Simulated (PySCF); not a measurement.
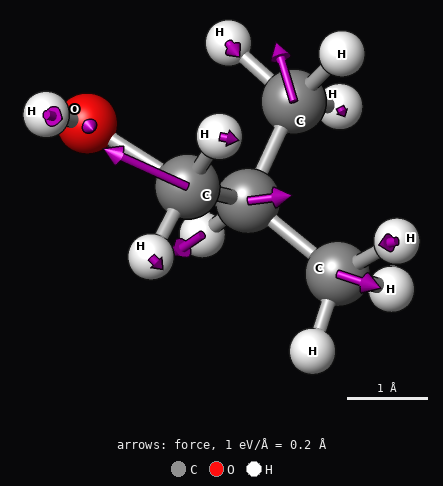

Starting geometry of C4H10O with the computed forces as purple arrows. Style: ball-and-stick. Shown at a tilt.

The start comes from MMFF94s. Its atoms were then displaced at random by about 0.03 Å.

Method: PySCF, PBE0-D3(BJ)/def2-SVP geometry optimisation, gas phase. 

### Is this structure relaxed? If not, where do the atoms go?

It isn't relaxed: the largest force vector, on a C atom, is 6.17 eV/Å. The final displacements follow the starting forces only in part (cosine between the two patterns 0.57). The largest move after the best rigid fit is that of an H atom, 0.16 Å. Largest moves by element: H 0.16 Å, C 0.11 Å, O 0.07 Å. Among the contacts that change: C–O 1.519 → 1.403 Å, C–C 1.436 → 1.520 Å, C–H 1.027 → 1.106 Å, C–H 1.154 → 1.099 Å. Among the angles between lasting bonds that change: O–C–H 99.0° → 111.6°, O–C–H 99.3° → 111.4°, C–C–H 119.4° → 108.8°. Over 7 geometry steps the energy falls by 23.0 kcal/mol.
